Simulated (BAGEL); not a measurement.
**CH7BP− (SMILES C[BH2-]P) at HF/3-21G (density fitting with qzvpp-jkfit)**

What is the vertical singlet–triplet gap of CH7BP− at HF/3-21G (density fitting with qzvpp-jkfit)? 

Program for the calculation: BAGEL 1.2.2.

2 further runs of the same task are left out: 1 that didn't finish, 1 set aside as unsound or not needed. Runs told in other sessions of the task aren't counted.

## 1. Starting point

CH7BP−: 10 atoms, total charge -1, spin state singlet. As SMILES, `C[BH2-]P`. The coordinates come from a GFN2-xTB relaxation. This is one conformer, not always the lowest.

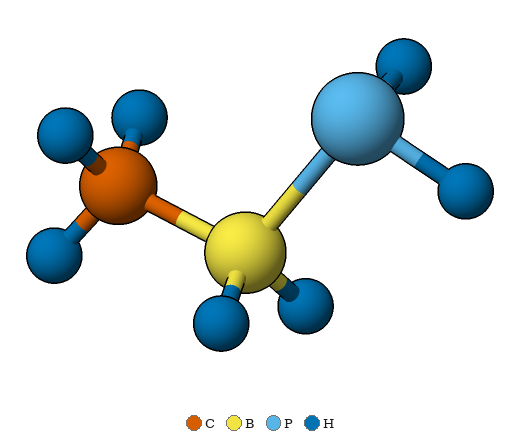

Viewed from a chosen angle; carbon orange, boron yellow, phosphorus blue, hydrogen blue.

## 2. A single-point energy at HF/3-21G (density fitting with qzvpp-jkfit)

Contents of hf.json:

```json
{ "bagel": [

{
  "title": "molecule",
  "basis": "3-21g",
  "df_basis": "qzvpp-jkfit",
  "angstrom": true,
  "geometry": [
    { "atom": "C", "xyz": [      -0.888820,       0.675340,      -0.759280 ] },
    { "atom": "B", "xyz": [      -0.262620,      -0.562590,       0.111070 ] },
    { "atom": "P", "xyz": [       1.204330,       0.147100,       1.301550 ] },
    { "atom": "H", "xyz": [      -1.696100,       0.332490,      -1.414450 ] },
    { "atom": "H", "xyz": [      -0.141770,       1.152530,      -1.399220 ] },
    { "atom": "H", "xyz": [      -1.306730,       1.458730,      -0.122240 ] },
    { "atom": "H", "xyz": [      -1.083890,      -1.040730,       0.867320 ] },
    { "atom": "H", "xyz": [       0.226540,      -1.418380,      -0.595520 ] },
    { "atom": "H", "xyz": [       1.756180,      -1.071550,       1.665050 ] },
    { "atom": "H", "xyz": [       2.192880,       0.327060,       0.345730 ] }
  ]
},

{
  "title": "hf",
  "charge": -1
},

{
  "title": "print",
  "file": "orbitals.molden",
  "orbitals": true
}

]}
```

Command:

```sh
$ BAGEL_NUM_THREADS=1 BAGEL hf.json > hf.out
```

What it wrote:

```text
* using 1 threads per process

  ===============================================================
  ===============================================================

  *** Geometry ***

  { "atom" : "C", "xyz" : [     -1.679626,      1.276208,     -1.434831 ] },
  { "atom" : "B", "xyz" : [     -0.496280,     -1.063141,      0.209892 ] },
  { "atom" : "P", "xyz" : [      2.275854,      0.277979,      2.459573 ] },
  { "atom" : "H", "xyz" : [     -3.205164,      0.628315,     -2.672923 ] },
  { "atom" : "H", "xyz" : [     -0.267906,      2.177966,     -2.644143 ] },
  { "atom" : "H", "xyz" : [     -2.469362,      2.756600,     -0.231000 ] },
  { "atom" : "H", "xyz" : [     -2.048255,     -1.966695,      1.638997 ] },
  { "atom" : "H", "xyz" : [      0.428099,     -2.680350,     -1.125370 ] },
  { "atom" : "H", "xyz" : [      3.318699,     -2.024936,      3.146488 ] },
  { "atom" : "H", "xyz" : [      4.143943,      0.618054,      0.653335 ] },

  Number of auxiliary basis functions:      404

  Since a DF basis is specified, we compute 2- and 3-index integrals:
    o Being stored without compression. Storage requirement is 0.007 GB

  Number of basis functions:       45
  Number of electrons      :       33

    * METHOD: MOLECULE                             0.07

  *** RHF ***

  === Nuclear Repulsion ===
    96.8449287295

      * DIIS with orbital gradients will be used.

  === RHF iteration (3-21g) ===
      0       -405.15197523          0.02137967           0.01
      1       -405.23224397          0.00663825           0.01
      2       -405.24241234          0.00164608           0.01
      3       -405.24306150          0.00020275           0.01
      4       -405.24307951          0.00004653           0.01
      5       -405.24308134          0.00000859           0.01
      6       -405.24308141          0.00000203           0.01
      7       -405.24308141          0.00000050           0.01
      8       -405.24308141          0.00000012           0.01
      9       -405.24308141          0.00000004           0.01
     10       -405.24308141          0.00000001           0.01
     11       -405.24308141          0.00000000           0.01
    * SCF iteration converged.

    * Permanent dipole moment:
           (   -0.275756,    -0.480368,     0.215222) a.u.

    * METHOD: HF                                   0.17

    * METHOD: PRINT                                0.00

  ===============================================================
```

Run time: 0.38 s. Hardware: 1 thread of AMD EPYC 9B45 (Zen 5), shared host.

## 3. The triplet

Contents of calc.json:

```json
{ "bagel" : [

{
  "title" : "molecule",
  "basis" : "3-21g",
  "df_basis" : "qzvpp-jkfit",
  "angstrom" : true,
  "geometry" : [
    { "atom" : "C", "xyz" : [      -0.888820,       0.675340,      -0.759280 ] },
    { "atom" : "B", "xyz" : [      -0.262620,      -0.562590,       0.111070 ] },
    { "atom" : "P", "xyz" : [       1.204330,       0.147100,       1.301550 ] },
    { "atom" : "H", "xyz" : [      -1.696100,       0.332490,      -1.414450 ] },
    { "atom" : "H", "xyz" : [      -0.141770,       1.152530,      -1.399220 ] },
    { "atom" : "H", "xyz" : [      -1.306730,       1.458730,      -0.122240 ] },
    { "atom" : "H", "xyz" : [      -1.083890,      -1.040730,       0.867320 ] },
    { "atom" : "H", "xyz" : [       0.226540,      -1.418380,      -0.595520 ] },
    { "atom" : "H", "xyz" : [       1.756180,      -1.071550,       1.665050 ] },
    { "atom" : "H", "xyz" : [       2.192880,       0.327060,       0.345730 ] }
  ]
},

{ "title" : "uhf", "charge" : -1, "nopen" : 2 },

{ "title" : "print", "file" : "orbitals.molden", "orbitals" : true }

]}
```

Command:

```sh
$ BAGEL_NUM_THREADS=1 BAGEL calc.json > calc.out
```

What it wrote:

```text
* using 1 threads per process

  ===============================================================
  ===============================================================

  *** Geometry ***

  { "atom" : "C", "xyz" : [     -1.679626,      1.276208,     -1.434831 ] },
  { "atom" : "B", "xyz" : [     -0.496280,     -1.063141,      0.209892 ] },
  { "atom" : "P", "xyz" : [      2.275854,      0.277979,      2.459573 ] },
  { "atom" : "H", "xyz" : [     -3.205164,      0.628315,     -2.672923 ] },
  { "atom" : "H", "xyz" : [     -0.267906,      2.177966,     -2.644143 ] },
  { "atom" : "H", "xyz" : [     -2.469362,      2.756600,     -0.231000 ] },
  { "atom" : "H", "xyz" : [     -2.048255,     -1.966695,      1.638997 ] },
  { "atom" : "H", "xyz" : [      0.428099,     -2.680350,     -1.125370 ] },
  { "atom" : "H", "xyz" : [      3.318699,     -2.024936,      3.146488 ] },
  { "atom" : "H", "xyz" : [      4.143943,      0.618054,      0.653335 ] },

  Number of auxiliary basis functions:      404

  Since a DF basis is specified, we compute 2- and 3-index integrals:
    o Being stored without compression. Storage requirement is 0.007 GB

  Number of basis functions:       45
  Number of electrons      :       33

    * METHOD: MOLECULE                             0.07

  *** Open-shell HF ***

  === Nuclear Repulsion ===
    96.8449287295

      * DIIS with orbital gradients will be used.

  === UHF iteration (3-21g) ===
      0       -404.91790698          0.03975256           0.02
      1       -405.00929315          0.01523677           0.02
      2       -405.02623846          0.00702962           0.02
      3       -405.03019532          0.00190221           0.02
      4       -405.03243359          0.00097253           0.02
      5       -405.03343087          0.00063617           0.02
      6       -405.03393578          0.00046853           0.02
      7       -405.03435310          0.00029855           0.02
      8       -405.03456475          0.00015678           0.02
      9       -405.03461458          0.00011285           0.02
     10       -405.03465317          0.00007541           0.02
     11       -405.03467418          0.00004843           0.02
     12       -405.03468926          0.00002752           0.02
     13       -405.03469703          0.00001355           0.02
     14       -405.03469868          0.00000719           0.02
     15       -405.03469887          0.00000473           0.02
     16       -405.03469892          0.00000197           0.02
     17       -405.03469892          0.00000103           0.02
     18       -405.03469892          0.00000049           0.02
     19       -405.03469892          0.00000023           0.02
     20       -405.03469892          0.00000014           0.02
     21       -405.03469892          0.00000007           0.02
     22       -405.03469892          0.00000004           0.02
     23       -405.03469892          0.00000003           0.02
     24       -405.03469892          0.00000003           0.02
     25       -405.03469892          0.00000002           0.02
     26       -405.03469892          0.00000002           0.02
     27       -405.03469892          0.00000001           0.02
    * SCF iteration converged.

    * S^2 (UHF) is 2.0056

    * Permanent dipole moment:
           (   -0.013712,    -0.782020,     0.030803) a.u.

    * METHOD: UHF                                  0.52

    * METHOD: PRINT                                0.00

  ===============================================================
```

It took 0.74 s on 1 thread of AMD EPYC 9B45 (Zen 5), shared host.

## 4. What came out

At HF/3-21G (density fitting with qzvpp-jkfit):

| quantity | value |
| --- | --- |
| singlet: total energy | -405.24308 Eh |
| singlet: HOMO energy | -3.33 eV |
| singlet: LUMO energy | 10.62 eV |
| singlet: HOMO–LUMO gap (to an unbound level, set by the basis) | 13.95 eV |
| triplet: total energy | -405.03470 Eh |
| triplet: ⟨S²⟩ | 2.006 |
| vertical energy of the triplet above the singlet | 5.670 eV |

In words: At this shape the triplet lies 5.67 eV (547 kJ/mol) above the singlet. For an anion a state so high probably lies above electron detachment.
